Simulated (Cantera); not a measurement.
Charge: 1 mol Cr, 1.2 mol N2, 10 mol H2, at 1175 °C.

Method: chemical equilibrium by Gibbs-energy minimisation in Cantera with the NASA 1993 tables (ideal gas, pure condensed phases). Candidate condensed phases: Cr, CrN, Cr2N; 11 gas species. Mutual solubility and eutectic melting of coexisting phases are not modelled. Rates play no part.

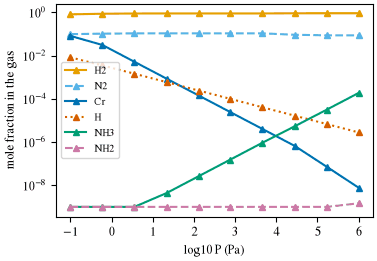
Equilibrium gas composition (values under 1e-9 drawn at 1e-9)

At 0.100 Pa nothing is condensed. From 0.600 Pa to 46.0 mbar the condensed part is Cr(s). At 0.280 bar the condensed part is Cr(s) + Cr2N(s). From 1.70 bar to 10.0 bar the condensed part is Cr2N(s).
